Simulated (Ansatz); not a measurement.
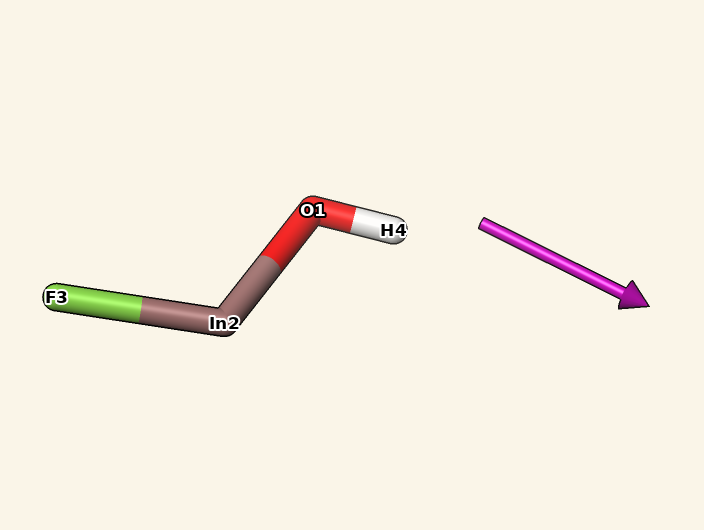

The arrow beside the molecule shows the direction of the dipole moment, from the negative to the positive end (its length means nothing). Charge 0, doublet. The computed structure is the end point of a PBE-D4/def2-SVP optimisation. No frequency run is at hand to confirm it as a minimum. Level of theory: UKS PBE-D4/def2-SVP, core potentials on In (Ansatz 0.2.0).

**Estimate the dipole moment.**

3.62 D; it points from the side of F3 to the side of H4 (the outermost atoms at the two ends).
